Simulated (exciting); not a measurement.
Consider BiPbO2F, space group Cm.

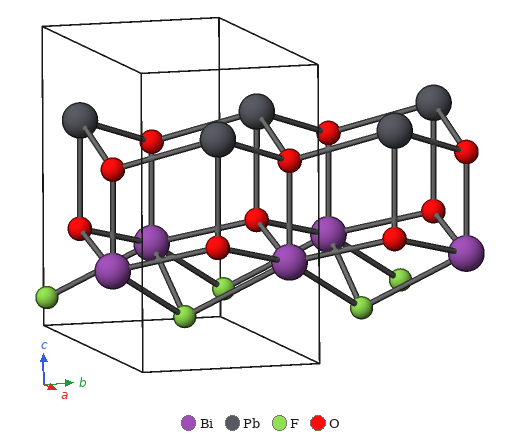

The structure (bismuth purple, lead dark grey, fluorine green, oxygen red). 1×2×1 conventional cells are drawn. Some periodic images of atoms are drawn too.

```
Bi Pb F O
1.0
     3.46227   -2.00428    0.00000
     3.46227    2.00428    0.00000
    -0.11113    0.00000    6.51067
Bi Pb F O
1 1 1 2
Direct
  0.70179 0.70179 0.29196
  0.37806 0.37806 0.74499
  0.03334 0.03334 0.09852
  0.70794 0.70794 0.63236
  0.37059 0.37059 0.38147
```

Absorber: atom 3, with 3 Bi at 2.63 Å, 2 Pb at 3.22 Å and 1 Pb at 3.34 Å (distorted octahedral, site symmetry m). Method: exciting, all-electron LAPW+lo, LDA, exchange and screened direct term (singlet BSE), 4×4×2 shifted k points, 32 conduction bands, |G+q| up to 3 bohr⁻¹, full RPA screening with nempty = 60, Lorentzian half width 0.45 eV.

Question: What does the F K spectrum look like, and is there a bound core exciton?

Bound core exciton? Undecided on this mesh: the first bright state (over 5 % of the brightest) lies at -0.31 eV from the Kohn–Sham onset and at -0.68 eV from the lowest bare transition of its own mesh. Maxima (height): 0.2 eV (1.00), 5.9 eV (0.16), 9.4 eV (0.47), 12.3 eV (0.45), 14.5 eV (0.31) and 17.1 eV (0.22).

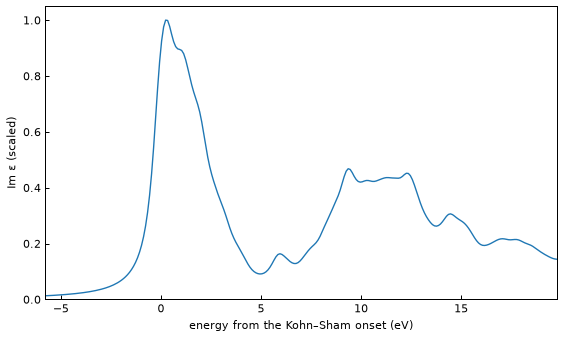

Energy from the Kohn–Sham onset, core level to the lowest empty state found on the meshes used; Im ε in relative units.

A mesh of 32 points doesn't converge binding energies, and fine structure above the first lines is partly noise of the mesh. Exchange and the short-range direct term aren't converged in the kernel cutoff. The zero comes from the unshifted 5×5×2 ground-state mesh; it is exact only where the band minimum lies on that mesh. The Kohn–Sham onset, 651 eV, is no photon energy: the scale needs a rigid shift. No quasiparticle correction widens the gap or stretches the bands. Vibrations and energy-dependent lifetimes are left out. The structure is a Materials Project entry, computed there, and may be a hypothetical form.

[Banner, clock and machine lines of the logs are left out without a mark of their own.]

[Logs are printed without paths, hosts, clocks, repeated set-up lines and the standing remarks that a program may print on its own settings, such as how far it seeks lower states.]

[Hosts, paths, dates, database ids (printed as entryN), source tags and the programs' standing remarks are cut or masked in the printed files.]
